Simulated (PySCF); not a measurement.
Ga(F)(Cl)(Me), SMILES [CH3][Ga]([F])[Cl] (CH3ClFGa), singlet at its B3LYP/def2-SVP optimised geometry (Å):

```
7

Ga     0.0472     0.2575     0.0000
F      1.8054     0.2575     0.0000
Cl    -0.7729     2.2513     0.0000
C     -0.9581    -1.4182     0.0163
H     -1.8054    -1.3594    -0.6818
H     -1.3504    -1.5882     1.0308
H     -0.2972    -2.2513    -0.2606
```

Level of theory: PySCF with B3LYP/def2-TZVP. Cells within 0.4 Å of a nucleus heavier than hydrogen are left out (blank, or x).

Map of the Laplacian of the electron density (e/bohr⁵), clipped to [-1.50, 1.50] on the plane z = 0.0 Å:

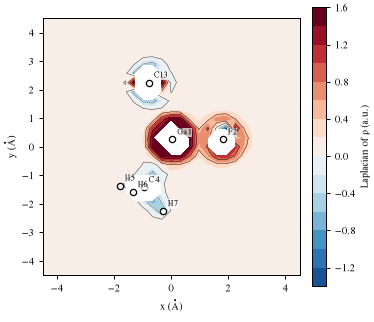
Fig. 1. Laplacian of the electron density (e/bohr⁵), clipped to [-1.50, 1.50] on the plane z = 0.0 Å.
